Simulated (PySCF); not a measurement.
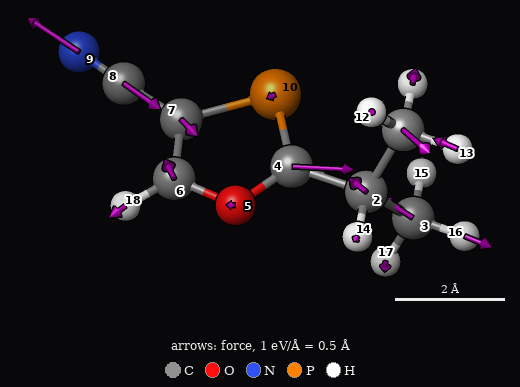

Starting geometry of C₇H₈NOP with the computed forces as purple arrows. The picture is a ball-and-stick view, seen from a free direction.

The start comes from GFN2-xTB. Its atoms were then displaced at random by about 0.01 Å.

These are results of PBE0-D3(BJ)/def2-SVP geometry optimisation, gas phase (PySCF 2.14.0, density-fitted response routines), not measurements. 

Is this structure relaxed? If not, where do the atoms go?

It isn't relaxed: the largest force vector, on the N atom, is 2.65 eV/Å. The final displacements have little in common with the starting forces (cosine between the two patterns 0.01). Over 14 geometry steps the energy falls by 26.5 kJ/mol. The atom that moves furthest after the best rigid fit is an H atom (1.30 Å). By element the largest moves are H 1.30 Å, P 1.01 Å, O 0.69 Å, C 0.66 Å, N 0.57 Å. Among the contacts that change: C–H 1.141 → 1.100 Å, C–C 1.536 → 1.495 Å, C–H 1.067 → 1.100 Å, C–O 1.324 → 1.351 Å. Among the angles between lasting bonds that change: C–C–P 126.0° → 130.6°, O–C–P 118.0° → 114.8°, H–C–H 110.9° → 108.2°. Groups turn about C–C by about 50°. Cost: 4.9 min on 1 thread of Arm Neoverse V1, with other jobs on the host.
